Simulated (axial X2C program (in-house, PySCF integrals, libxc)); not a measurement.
Run report: GaB, relativistic diatomic calculation

- system: GaB, single determinant with M_S = 1 and |Λ| = 0.
- method: PBE0, spin-free X2C-1e, Ga dyall-cv3z, B dyall-v3z (cores contracted) (axial X2C program (in-house, PySCF integrals, libxc))

### The input
```
{"zs": [31, 5], "q": 0, "bas": ["dyall-cv3z", "dyall-v3z"], "levels": ["PBE0", "HF", "r2SCAN0"], "cc": true, "r0": 2.09, "thr": -1.0, "nmax": 90, "npts": 10, "nst": 2, "ntry": 6}
```

The line is the task of a batch: nuclear charges, charge, bases, the levels to run, a first guess of the distance and further settings. This report covers PBE0 without spin-orbit coupling. The log is that of the reference distance 2.029 Å, started from orbitals converged before.

Hardware: 1 thread of Arm Neoverse V2, 24 GiB of memory available, shared host.

Launched within a batch (the task file carries these settings):
```bash
python <driver script> task.json out
```

### Log
```
spin-free X2C-1e  PBE0
basis functions 150  fitting functions 890  grid points 5079
iter        total energy     max residual
   1      -1968.331481447     3.65e-05
   2      -1968.331481458     1.60e-05
   3      -1968.331481460     8.04e-06
converged
one-electron -2821.31218748  Coulomb 892.31605743  exact exchange -19.54917499  xc functional -60.21124674  nuclear repulsion 40.42507033
```

### The points of the curve

| R (Å) | E (hartree) | dipole (D; origin at the first atom, positive when the second is positive) | highest filled (eV) | lowest empty (eV) |
| --- | --- | --- | --- | --- |
| 1.765 | −1968.312942 | −1.32 | −6.18 | −3.30 |
| 1.846 | −1968.323788 | −1.45 | −6.01 | −3.37 |
| 1.907 | −1968.328439 | −1.56 | −5.89 | −3.40 |
| 1.968 | −1968.330830 | −1.67 | −5.77 | −3.43 |
| 2.029 | −1968.331481 | −1.78 | −5.66 | −3.44 |
| 2.100 | −1968.330578 | −1.92 | −5.54 | −3.44 |
| 2.171 | −1968.328362 | −2.06 | −5.43 | −3.44 |
| 2.262 | −1968.324204 | −2.24 | −5.30 | −3.43 |
| 2.374 | −1968.317924 | −2.46 | −5.15 | −3.41 |
| 2.536 | −1968.307837 | −2.76 | −4.96 | −3.37 |

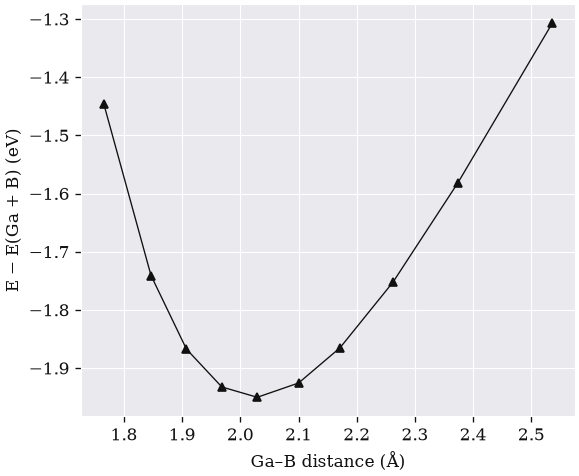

*Energy at 10 bond lengths, for one set of occupations held fixed; the line joins the points.*

A polynomial of degree 6 through 9 points gives rₑ = 2.026 Å, ωₑ = 532.8 cm⁻¹, ωₑxₑ = 3.7 cm⁻¹ and Bₑ = 0.4328 cm⁻¹. The minimum lies 1.95 eV below Ga + B, each computed as one determinant at the same level.

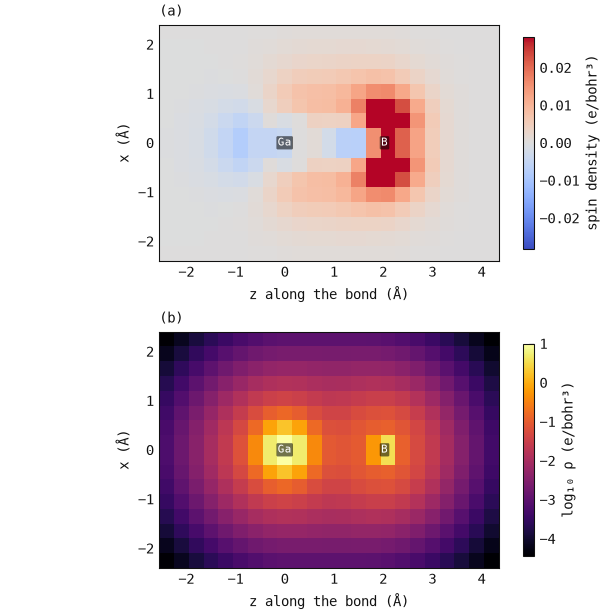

*(a) spin density; (b) electron density on a logarithmic scale, in a plane that holds the axis, at 2.03 Å, on points 0.3 Å apart (one half computed, the other mirrored); the structure near the nuclei is finer than these points.*

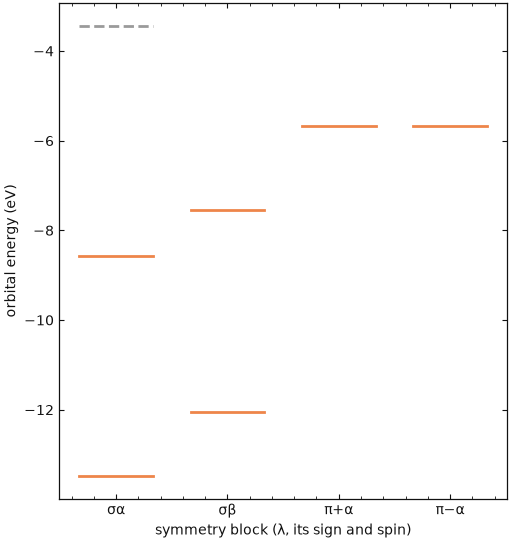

*Orbital energies near the frontier at 2.03 Å, filled (solid) and empty (dashed); a label such as π−α means λ = −1 and α spin.*

The highest filled orbital (π+α; 64 % B p, 30 % Ga p) lies at −5.66 eV, the lowest empty one (σα; 48 % B p, 34 % Ga p) at −3.44 eV.

### Key numbers

| quantity | value |
| --- | --- |
| outcome | converged |
| bond length rₑ | 2.026 Å |
| ωₑ | 532.8 cm⁻¹ |
| energy at the minimum | −1968.33148 hartree |
| depth below the fragments | 1.95 eV |
| largest ⟨S²⟩ along the curve | 2.17 |
| wall time | 6 s |
| peak memory | 0.42 GiB |
